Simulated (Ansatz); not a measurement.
**HfS₂ (charge −1, quartet): density, localisation and related maps**

```xyz
3

Hf   -0.2796    0.3004    0.9095
S    -0.9302   -1.5941   -0.3068
S     1.2099    1.2937   -0.6027
```

Geometry: PBE-D4/def2-TZVPD; core potentials replace the inner electrons of Hf; the highest occupied orbital lies above zero, a sign that basis and functional describe the outermost electron poorly.

These are results of UKS PBE0-D4/def2-TZVPD (Ansatz 0.2.0), not measurements.

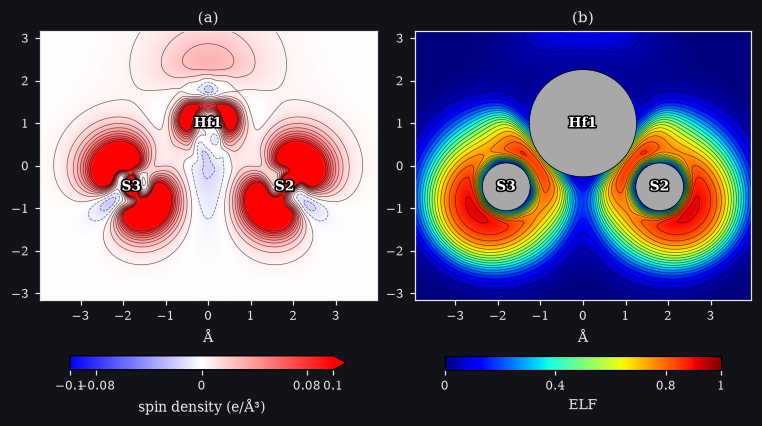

Figure 1. (a) spin density; (b) ELF on the molecular plane. Grey discs cover the atomic cores in the ELF map.

> Interpret the plot.

Atoms in the plane: Hf and S.
Hf–S (2.34 Å): the ELF peaks at about 0.85 in the valence shell of S, 0.8 Å from its nucleus, and is about 0.45 at the midpoint.
The unpaired spin (3 electrons) lies mostly on Hf1 (about 1.9), S2 (about 0.5) and S3 (about 0.5), in electrons by Hirshfeld's partition.

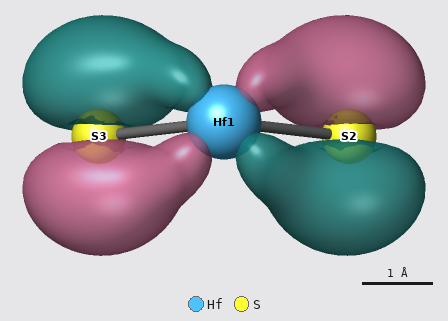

Figure 2. The HOMO−1 (β) at ±0.1 Å⁻³ᐟ² (teal and pink are the two phases), seen from one side.

> What is the character of this orbital?

It lies mainly on S2 (about 40 %), S3 (about 40 %) and Hf1 (about 20 %); it changes sign across the molecular plane (π type); π-bonding across Hf1–S2; π-antibonding (a node) across Hf1–S3. Its energy is −2.89 eV.
